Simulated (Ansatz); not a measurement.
```
CELL_PARAMETERS angstrom
3.95446 0.00000 0.00000
0.00000 3.95446 0.00000
0.00000 0.00000 8.71012
ATOMIC_POSITIONS crystal
Li 0.50000 0.00000 0.85045
Li 0.00000 0.50000 0.85045
Li 0.00000 0.00000 0.23757
Y 0.50000 0.50000 0.18077
Pd 0.00000 0.00000 0.64805
Ir 0.50000 0.00000 0.42566
Ir 0.00000 0.50000 0.42566
Ir 0.50000 0.50000 0.63236
```

Space group P4mm; a generated structure, not necessarily the stable one; computed without spin polarisation.

Method: DFT PBE, scalar-relativistic, plane waves, PAW in Ansatz 0.2.0.

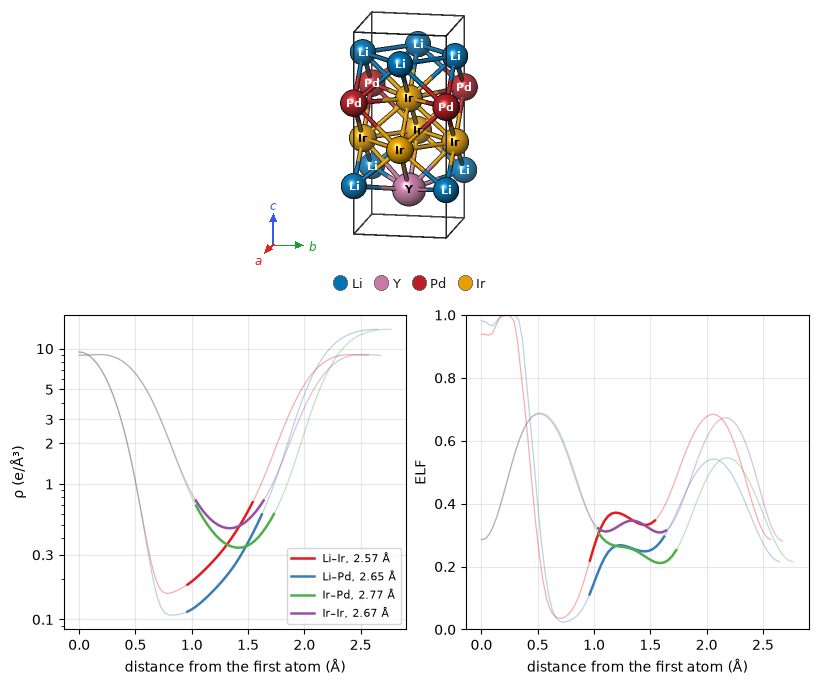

Li3YIr3Pd. Valence charge density (pseudo) and electron localisation function along straight lines between neighbouring atoms. Thin, pale parts lie inside the atomic spheres. The structure is drawn too.

In a PAW calculation such maps are meaningful between the atoms, not at the nuclei.

### What can be read from the curves?

Li–Ir (2.57 Å): ρ is about 0.33 e/Å³ halfway; the ELF is about 0.35 at the midpoint.
Li–Pd (2.65 Å): the density is about 0.22 e/Å³ at the midpoint; the ELF is about 0.25 at the midpoint; no shared electron pair shows on this line.
Ir–Pd (2.77 Å): ρ is about 0.34 e/Å³ halfway; the ELF is about 0.25 at the midpoint; no shared electron pair shows on this line.
Ir–Ir (2.67 Å): ρ is about 0.47 e/Å³ halfway; the ELF is about 0.35 at the midpoint.
